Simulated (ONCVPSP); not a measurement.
**Run report: Tm, pseudopotential generation (part 2 of 2)**

The same run, continued: thulium (Tm, Z = 69), core [Kr] 4d10, reference valence 4f13 5s2 5p6 6s1 (an ion of charge +1), valence charge 23. Method: ONCV potential, PBE, fully relativistic, made with ONCVPSP 4.0.1.

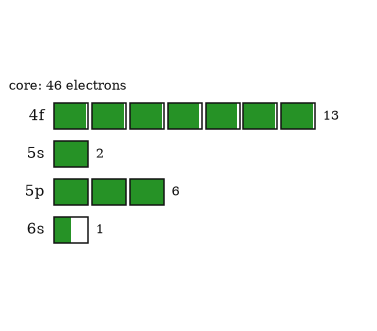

The valence shells of the reference configuration: a box for each of the 2l + 1 orbitals, shaded by the share of the shell that is filled, with the electron count at the right.

### Log (extracts), continued
```
   1  -2   2.3606739   2.4323491  -1.1753428   0.0000001   1.0001097   1.0001126
   1   1   2.3606739   2.4323491  -1.3853950   0.0000008   1.0001297   1.0001258
   1  -2   2.3606739   2.4323491   0.8246572   0.0000039   1.0001502   1.0001502
   1   1   2.3606739   2.4323491   0.7840295   0.0000104   1.0001438   1.0001438
   1  -2   2.3606739   2.4323491   2.8246572   0.0000271   1.0002535   1.0002535
   1   1   2.3606739   2.4323491   2.7760415   0.0001432   1.0002957   1.0002957

   2  -3   2.0572281   2.1196900   0.0500000   0.0000042   1.0001031   1.0001031
   2   2   2.0572281   2.1196900  -0.2414758   0.0000059   1.0000841   1.0000841
   2  -3   2.0572281   2.1196900   3.7500000   0.0000952   1.0002623   1.0002623
   2   2   2.0572281   2.1196900   3.7384009   0.0000960   1.0002563   1.0002563
   2  -3   2.0572281   2.1196900   7.4500000   0.0000204   1.0005800   1.0005800
   2   2   2.0572281   2.1196900   7.4370662   0.0000308   1.0005698   1.0005698

   3  -4   0.8538455   0.8797701  -0.3385420  -0.0000042   1.0000042   1.0000728
   3   3   0.8538455   0.8797701  -0.3825276   0.0002583   1.0000666   0.9997625

Diagnostic tests using Vanderbilt-Kleinman-Bylander pseudopotentials
  relativistic with scalar and spin-orbit non-local projectors

   l  kap   rcore       rmatch      e in        delta e    norm test   slope test

   0  -1   2.1580738   2.2235976  -2.2048633   0.0000014   1.0001660   1.0001549
   0  -1   2.1580738   2.2235976  -0.3368352   0.0000014   1.0000234   1.0000191

   1  -2   2.3606739   2.4323491  -1.1753428   0.0000097   1.0001168   1.0001269
   1   1   2.3606739   2.4323491  -1.3853950  -0.0000291   1.0000945   1.0000733
   1  -2   2.3606739   2.4323491   0.8246572   0.0000147   1.0001439   1.0001439
   1   1   2.3606739   2.4323491   0.7840295  -0.0000589   1.0001602   1.0001602
   1  -2   2.3606739   2.4323491   2.8246572   0.0000574   1.0002542   1.0002542
   1   1   2.3606739   2.4323491   2.7760415   0.0000352   1.0002682   1.0002682

   2  -3   2.0572281   2.1196900   0.0500000  -0.0027370   1.0002615   1.0002615
   2   2   2.0572281   2.1196900  -0.2414758  -0.0026865   1.0002895   1.0002895
   2  -3   2.0572281   2.1196900   3.7500000  -0.0003866   1.0003781   1.0003781
   2   2   2.0572281   2.1196900   3.7384009  -0.0004683   1.0004260   1.0004260
   2  -3   2.0572281   2.1196900   7.4500000  -0.0026363   1.0007774   1.0007774
   2   2   2.0572281   2.1196900   7.4370662  -0.0027722   1.0007265   1.0007265

   3  -4   0.8538455   0.8797701  -0.3385420  -0.0000024   1.0000043   1.0000743
   3   3   0.8538455   0.8797701  -0.3825276   0.0002601   1.0000666   0.9997640

Ghost test for J = L + 1/2

 Testing for bound ghosts
   n   l    E NL Schr. Eq   E Basis Diag.   E Cutoff

       0                      -11.826504     40.99  WARNING - GHOST(-)
   1   0       -2.204862       -2.204828     40.99
   2   0       -0.336834       -0.318573     40.99

   2   1       -1.175343       -1.175339     90.10

   3   2       -0.237273       -0.224952     81.14

   4   3       -0.338546       -0.315353    532.80

 Testing for highly-localized positive-energy ghosts
       l    <radius>/rc     E Basis Diag.   E Cutoff

       1        0.161706        1.429210     90.10  WARNING - GHOST(+)

       2        0.641912       13.422348     81.14  WARNING - GHOST(+)

Ghost test for J = L - 1/2

 Testing for bound ghosts
   n   l    E NL Schr. Eq   E Basis Diag.   E Cutoff

       0                      -11.826504     40.99  WARNING - GHOST(-)
   1   0       -2.204862       -2.204828     40.99
   2   0       -0.336834       -0.318573     40.99

   2   1       -1.385394       -1.385390     90.10

   3   2       -0.247656       -0.237024     81.14

   4   3       -0.382269       -0.361718    532.80

 Testing for highly-localized positive-energy ghosts
       l    <radius>/rc     E Basis Diag.   E Cutoff

       1        0.161569        2.629975     90.10  WARNING - GHOST(+)

       2        0.761256       13.952669     81.14  WARNING - GHOST(+)

Test configuration 0

   n   l kap    f        eae           eps        diff
   1   0  -1  2.0000-2176.51648336
   2   0  -1  2.0000 -367.19235470
   2   1  -2  4.0000 -313.94308867
   2   1   1  2.0000 -349.96721180
   3   0  -1  2.0000  -82.70949988
   3   1  -2  4.0000  -67.53094164
   3   1   1  2.0000  -75.13798850
   3   2  -3  6.0000  -52.96761168
   3   2   2  4.0000  -54.62989730
   4   0  -1  2.0000  -16.48826974
   4   1  -2  4.0000  -11.72803763
   4   1   1  2.0000  -13.44460638
   4   2  -3  6.0000   -6.41295341
   4   2   2  4.0000   -6.72515949
   4   3  -4  7.4286   -0.33854197   -0.33854621   -4.23E-06
   4   3   3  5.5714   -0.38252756   -0.38226926    2.58E-04
   5   0  -1  2.0000   -2.20486330   -2.20486191    1.39E-06
   5   1  -2  4.0000   -1.17534281   -1.17534268    1.33E-07
   5   1   1  2.0000   -1.38539496   -1.38539418    7.81E-07
   6   0  -1  1.0000   -0.33683521   -0.33683382    1.39E-06

    Total energies and differences
      AE_ref= -1.35819260E+04  AE_tst= -1.35819260E+04  dif=  0.00E+00
      PS_ref= -2.20034244E+02  PS_tst= -2.20034244E+02  dif=  1.56E-12
      PSP excitation error= -1.56E-12

Test configuration 1

   n   l kap    f        eae           eps        diff
   1   0  -1  2.0000-2176.27137391
   2   0  -1  2.0000 -366.94832376
   2   1  -2  4.0000 -313.69894441
   2   1   1  2.0000 -349.72294932
   3   0  -1  2.0000  -82.46687114
   3   1  -2  4.0000  -67.28830524
   3   1   1  2.0000  -74.89528068
   3   2  -3  6.0000  -52.72484026
   3   2   2  4.0000  -54.38709485
   4   0  -1  2.0000  -16.24512798
   4   1  -2  4.0000  -11.48461661
   4   1   1  2.0000  -13.20138910
   4   2  -3  6.0000   -6.16927233
   4   2   2  4.0000   -6.48154905
   4   3  -4  7.4286   -0.09433340   -0.09401854    3.15E-04
   4   3   3  5.5714   -0.13826955   -0.13767490    5.95E-04
   5   0  -1  2.0000   -1.95780847   -1.95842504   -6.17E-04
   5   1  -2  4.0000   -0.92892886   -0.92917170   -2.43E-04
   5   1   1  2.0000   -1.13854938   -1.13881397   -2.65E-04
   6   0  -1  2.0000   -0.14247591   -0.14251387   -3.80E-05

    Total energies and differences
      AE_ref= -1.35819260E+04  AE_tst= -1.35821648E+04  dif= -2.39E-01
      PS_ref= -2.20034244E+02  PS_tst= -2.20271754E+02  dif= -2.38E-01
      PSP excitation error= -1.24E-03

Test configuration 2

   n   l kap    f        eae           eps        diff
   1   0  -1  2.0000-2176.80534262
   2   0  -1  2.0000 -367.47904246
   2   1  -2  4.0000 -314.22992846
   2   1   1  2.0000 -350.25425588
   3   0  -1  2.0000  -82.99391110
   3   1  -2  4.0000  -67.81535913
   3   1   1  2.0000  -75.42252133
   3   2  -3  6.0000  -53.25223704
   3   2   2  4.0000  -54.91457200
   4   0  -1  2.0000  -16.77347733
   4   1  -2  4.0000  -12.01365999
   4   1   1  2.0000  -13.72992411
   4   2  -3  6.0000   -6.69894427
   4   2   2  4.0000   -7.01104741
   4   3  -4  7.4286   -0.62490684   -0.62563951   -7.33E-04
   4   3   3  5.5714   -0.66897463   -0.66947934   -5.05E-04
   5   0  -1  2.0000   -2.49479214   -2.49395578    8.36E-04
   5   1  -2  4.0000   -1.46272405   -1.46231059    4.13E-04
   5   1   1  2.0000   -1.67409132   -1.67365708    4.34E-04
   6   0  -1  0.0000   -0.55358117   -0.55358117    0.00E+00

    Total energies and differences
      AE_ref= -1.35819260E+04  AE_tst= -1.35814810E+04  dif=  4.45E-01
      PS_ref= -2.20034244E+02  PS_tst= -2.19589570E+02  dif=  4.45E-01
      PSP excitation error=  3.34E-04

Test configuration 3

   n   l kap    f        eae           eps        diff
   1   0  -1  2.0000-2177.48491981
   2   0  -1  2.0000 -368.17838541
   2   1  -2  4.0000 -314.92736056
   2   1   1  2.0000 -350.94958569
   3   0  -1  2.0000  -83.71773372
   3   1  -2  4.0000  -68.53908982
   3   1   1  2.0000  -76.14498574
   3   2  -3  6.0000  -53.97365789
   3   2   2  4.0000  -55.63545071
   4   0  -1  2.0000  -17.48800034
   4   1  -2  4.0000  -12.72202705
   4   1   1  2.0000  -14.44270914
   4   2  -3  6.0000   -7.40050582
   4   2   2  4.0000   -7.71431236
   4   3  -4  6.8571   -1.29072048   -1.28992474    7.96E-04
   4   3   3  5.1429   -1.33753065   -1.33656241    9.68E-04
   5   0  -1  2.0000   -3.07662377   -3.09133858   -1.47E-02
   5   1  -2  4.0000   -1.99938521   -1.99918523    2.00E-04
   5   1   1  2.0000   -2.22920649   -2.22973924   -5.33E-04
   6   0  -1  0.0000   -0.87996323   -0.87996323    0.00E+00

    Total energies and differences
      AE_ref= -1.35819260E+04  AE_tst= -1.35805134E+04  dif=  1.41E+00
      PS_ref= -2.20034244E+02  PS_tst= -2.18622074E+02  dif=  1.41E+00
      PSP excitation error=  4.33E-04

Test configuration 4

   n   l kap    f        eae           eps        diff
   1   0  -1  2.0000-2176.56970473
   2   0  -1  2.0000 -367.24479986
   2   1  -2  4.0000 -313.99555073
   2   1   1  2.0000 -350.01973326
   3   0  -1  2.0000  -82.76117792
   3   1  -2  4.0000  -67.58261744
   3   1   1  2.0000  -75.18970403
   3   2  -3  6.0000  -53.01937062
   3   2   2  4.0000  -54.68167286
   4   0  -1  2.0000  -16.54037866
   4   1  -2  4.0000  -11.78031744
   4   1   1  2.0000  -13.49675668
   4   2  -3  6.0000   -6.46538789
   4   2   2  4.0000   -6.77754924
   4   3  -4  7.4286   -0.39122406   -0.39190029   -6.76E-04
   4   3   3  5.5714   -0.43524345   -0.43569488   -4.51E-04
   5   0  -1  2.0000   -2.25951157   -2.25894324    5.68E-04
   5   1  -2  4.0000   -1.22874439   -1.22826057    4.84E-04
   5   1   1  2.0000   -1.43945426   -1.43896135    4.93E-04
   6   0  -1  0.0000   -0.36735426   -0.55358117   -1.86E-01
   6   1  -2  0.6667   -0.22544052   -0.22541483    2.57E-05
   6   1   1  0.3333   -0.24194772   -0.24192038    2.73E-05

    Total energies and differences
      AE_ref= -1.35819260E+04  AE_tst= -1.35817907E+04  dif=  1.35E-01
      PS_ref= -2.20034244E+02  PS_tst= -2.19899068E+02  dif=  1.35E-01
      PSP excitation error=  1.27E-04
```

### Results in brief

- outcome: generated, with a ghost state
- cutoffs needed: 260 Ha and 457 Ha (the cutoffs at which the residual kinetic energy of the hardest occupied pseudo-wave falls to 1 and 0.1 mHa per electron)
- ghost test: GHOST(-) flagged for s at -321.8 eV; GHOST(+) flagged for p3/2 at 38.9 eV, p1/2 at 71.6 eV (flags above 300 eV left out)
- largest excitation error: -34 meV (all-electron minus pseudo) for 4f13 5s2 5p6 6s2, out of 4 test configurations
- rms error of d²Exc/dni dnj: 7.09 mHa without and 3.15 mHa with the model core
- range over which the phases arctan(r R′/R) at the test radius agree within 0.05 rad (a looser test near the poles than one of phase shifts): s: up to about 3.6 Ha; p3/2: over the whole range computed; p1/2: over the whole range computed; d5/2: over the whole range computed; d3/2: over the whole range computed; f7/2: over the whole range computed; f5/2: over the whole range computed
- hardware: 1 CPU thread, shared host
- wall time: 10 s

### Notes

The potential has a bound ghost state, so it can't be used as it stands. Warnings of the program, in the generation or the tests: wellstate: moderately localized bound state found for n= 5 l= 2.
